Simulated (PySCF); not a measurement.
Molecule: SMILES C=C[SiH](Br)CC. Atoms near the plane z = 0.0 Å, at the GFN2-xTB optimised geometry (x, y, z in Å): Si1 (-0.9, -0.7, 0.0), Br2 (1.3, -0.7, 0.0), H7 (-1.3, 0.7, 0.0).

Calculation: CAM-B3LYP/def2-TZVP (PySCF). Cells within 0.4 Å of a nucleus heavier than hydrogen are left out (blank, or x). The values are rescaled to run from 0 to 1.

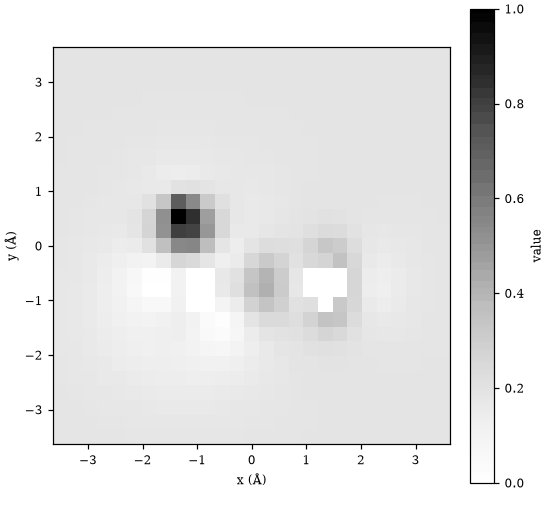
*a field on the plane z = 0.0 Å.*

Question: Which quantity is mapped?
(A) log10 of the electron density
(B) deformation density (molecule minus spherical neutral atoms)
(C) electrostatic potential
(D) Laplacian of the electron density

Answer: B, deformation density (molecule minus spherical neutral atoms). In full: deformation density (molecule minus spherical neutral atoms) (e/bohr³).
